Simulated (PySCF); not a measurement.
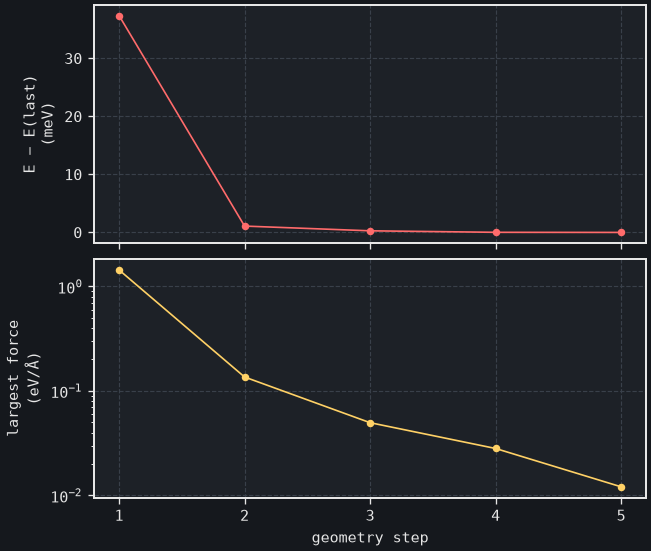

History of a geometry optimisation.

- system: C₄H₄Cl₂O (SMILES CC(=C=O)C(Cl)Cl)
- method: PBE0-D3(BJ)/def2-SVP, geometry optimisation (PySCF 2.14.0, density fitting)

Q: How did the optimisation end?

A: The optimisation met its thresholds at geometry 5, counting the start as the first. The energy fell by about 37 meV from the first step to the last. The largest force goes from about 1.4 eV/Å at the start to 0.012 eV/Å at the end.
